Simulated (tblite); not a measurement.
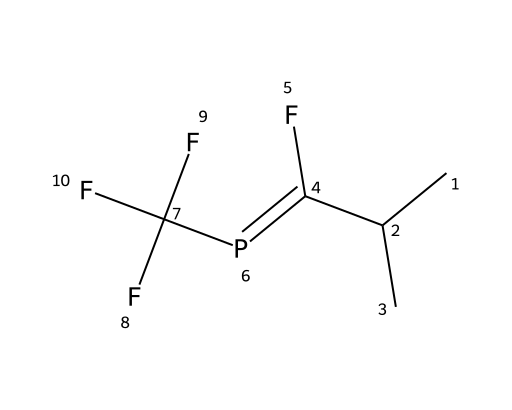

Skeletal drawing with numbered atoms; wedges and dashes mark any stereocentres. The configuration is that of a computed structure (GFN2-xTB).

**Assign CIP descriptors.**

C4=P6: Z.
